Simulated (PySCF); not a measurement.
SMILES O[Si](O)(Cl)Br at its PBE0/def2-SVP optimised geometry (Å):

```
7

O     -1.1736    -1.7724    -1.3664
Si    -0.7074    -1.0075     0.0000
O     -1.3334     0.5090     0.0000
Cl     1.3334    -1.0075     0.0000
Br    -1.3936    -2.0669     1.8245
H     -2.1061    -1.7175    -1.5996
H     -1.3136     1.0075     0.8228
```

Level of theory: PBE0/def2-TZVP run with PySCF 2.14.0. Cells within 0.4 Å of a nucleus heavier than hydrogen are left out (blank, or x).

Map of the electrostatic potential (hartree/e), clipped to [-0.08, 0.12] on the plane z = 0.0 Å:

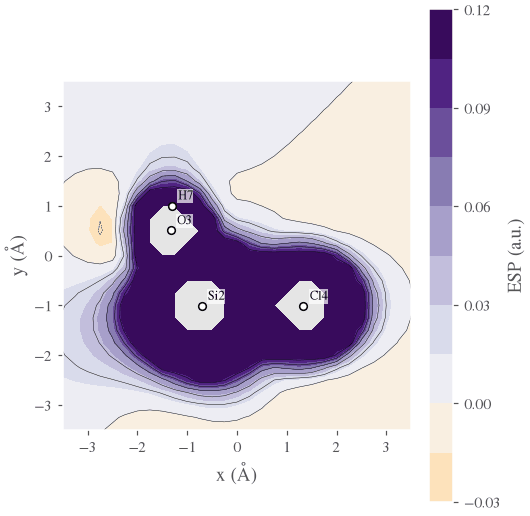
Figure: Electrostatic potential (hartree/e), clipped to [-0.08, 0.12] on the plane z = 0.0 Å.
